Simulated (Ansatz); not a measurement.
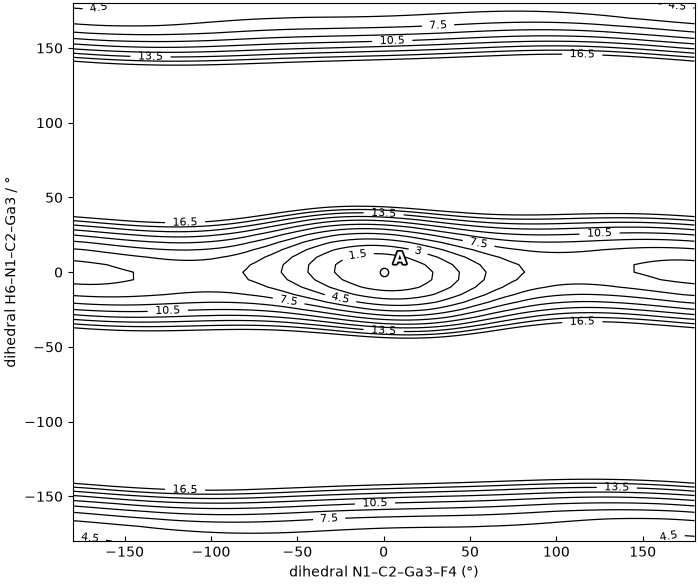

CH2F2GaN, SMILES N=[CH][Ga]([F])[F]. Coordinates scanned: (1) dihedral N1–C2–Ga3–F4; (2) dihedral H6–N1–C2–Ga3. Nothing is relaxed (all other coordinates rigid). The scan uses a 12 × 12 grid; 102 points were computed and 42 follow by symmetry. Energies are in kcal/mol, from the lowest grid point. The dihedral twists a double bond; near 90° a spin-restricted reference is unreliable. All numbers below come from RKS SPW92 (LDA)/def2-TZVP (Ansatz).

Drawn: contour lines labelled in kcal/mol (none above 16.5), the point A. Between grid points the surface is interpolated.

Find the lowest pass out of the well at A.

The easiest path leads from the well at dihedral N1–C2–Ga3–F4 = 0°, dihedral H6–N1–C2–Ga3 = 0° to the well at dihedral N1–C2–Ga3–F4 = −180°, dihedral H6–N1–C2–Ga3 = 0°, about 5.4 kcal/mol higher. Its highest point lies about 6.6 kcal/mol above the bottom of the first well on the interpolated surface, at about dihedral N1–C2–Ga3–F4 = 110°, dihedral H6–N1–C2–Ga3 = 5°. Seen from the upper well the barrier is about 1.1 kcal/mol. The start is the relaxed structure and all else is held, so a fully relaxed path at this level can only be lower.

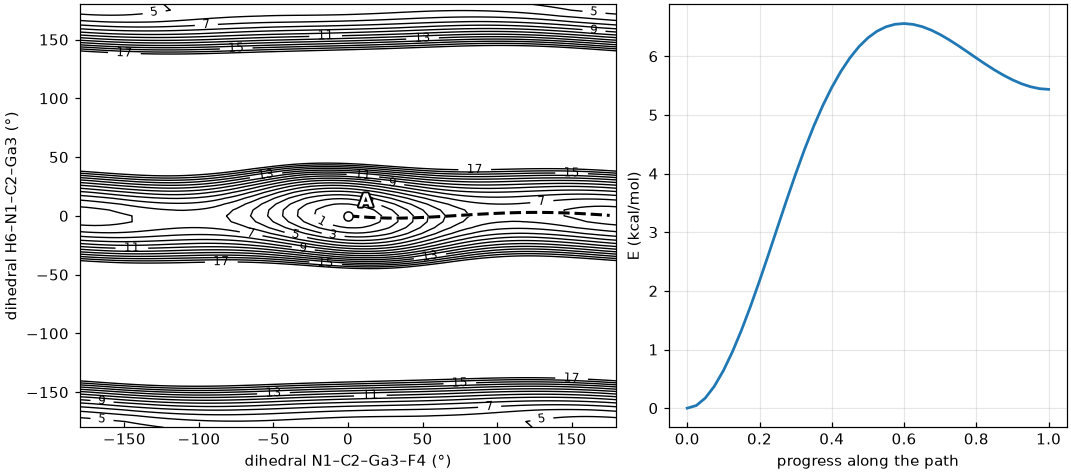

Drawn: contour lines labelled in kcal/mol (none above 17), a line along the lowest path, the energy along the path at the right. Between grid points the surface is interpolated.
